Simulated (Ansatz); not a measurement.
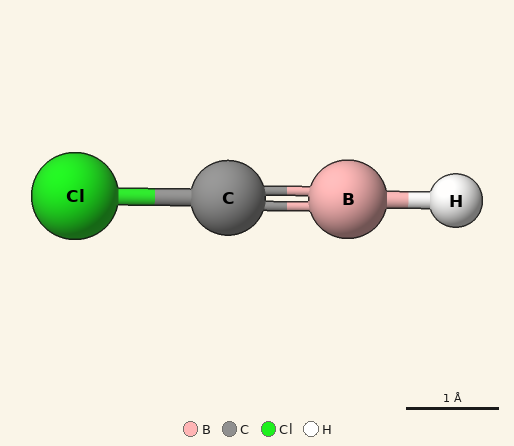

Starting geometry of the run.

Ansatz 0.2.0 input:

```yaml
crystal:
  periodic: [false, false, false]
  atoms:
    - {symbol: B, position_ang: [-0.264231, 0.641461, -0.358693]}
    - {symbol: C, position_ang: [0.180786, -0.438878, 0.245415]}
    - {symbol: Cl, position_ang: [0.748125, -1.816369, 1.015695]}
    - {symbol: H, position_ang: [-0.664671, 1.613797, -0.902417]}
basis:
  gaussian: {orbitals: "def2-TZVPPD.json"}
total_charge: -1
hamiltonian: {xc: {name: B3LYP}, dispersion: d4}
```

It was started with:

```sh
ansatz run in.yaml --threads 2 --pin off --events-out ev --progress --plain --max-ram 4352MiB
```

Result:

```
Functional definition: B3LYP
  name "B3LYP"
  cite "Stephens, Devlin, Chabalowski & Frisch, J. Phys. Chem. 98, 11623 (1994) doi:10.1021/j100096a001"
  cite "Becke, Phys. Rev. A 38, 3098 (1988) doi:10.1103/PhysRevA.38.3098"
  cite "Lee, Yang & Parr, Phys. Rev. B 37, 785 (1988) doi:10.1103/PhysRevB.37.785"
  cite "Vosko, Wilk & Nusair, Can. J. Phys. 58, 1200 (1980) doi:10.1139/p80-159"
  parameter a0 = 0.2
  parameter ax = 0.72
  parameter ac = 0.81
  exchange = (1 - a0 - ax)*slater_x + ax*b88_x + a0*exact_x
  correlation = (1 - ac)*vwn_rpa_c + ac*lyp_c
732 factors; their error is unknown
mean field evaluation 1: about -14244.4842 eV, gradient 5.2e1 eV
mean field evaluation 2: about -14203.2852 eV, gradient 1.1e2 eV
mean field evaluation 4: about -14251.3311 eV, gradient 1.7e1 eV
mean field evaluation 8: about -14252.1703 eV, gradient 2.5e-1 eV
mean field evaluation 16: about -14252.1704 eV, gradient 6.5e-5 eV
mean field -14252.17036476 eV, -523.7576004369 hartree, gradient 6.5e-5 eV, S^2 0.000000; 0 other end points of the search recorded, 0 dependent functions left out
reference -14252.17059049 eV, -523.7576087324 hartree; 15, 15 occupied and 127, 127 virtual orbitals, 732 factors
Total energy: -14252.30732417 eV, -523.7626336023 hartree
```
